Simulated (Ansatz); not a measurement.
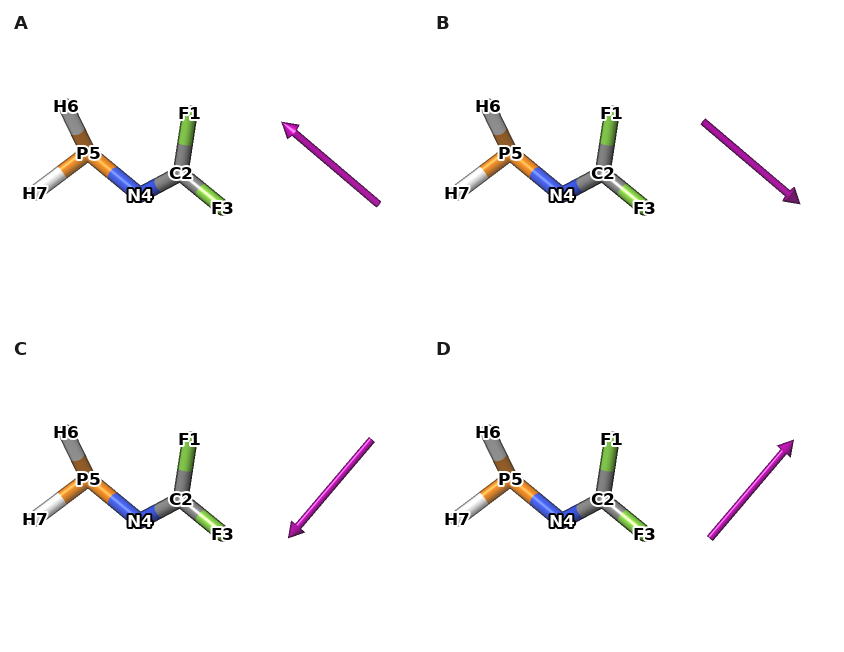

The same molecule four times, each with an arrow. Computed geometry: PBE-D4/def2-SVP optimisation. No frequency run is at hand to confirm it as a minimum. Properties computed with RKS PBE-D4/def2-SVP (Ansatz 0.2.0).

### Which arrow points along the dipole moment, from the negative to the positive end?

A. The dipole moment is 1.24 D; it points from the side of F3 to the side of H6 (the outermost atoms at the two ends).
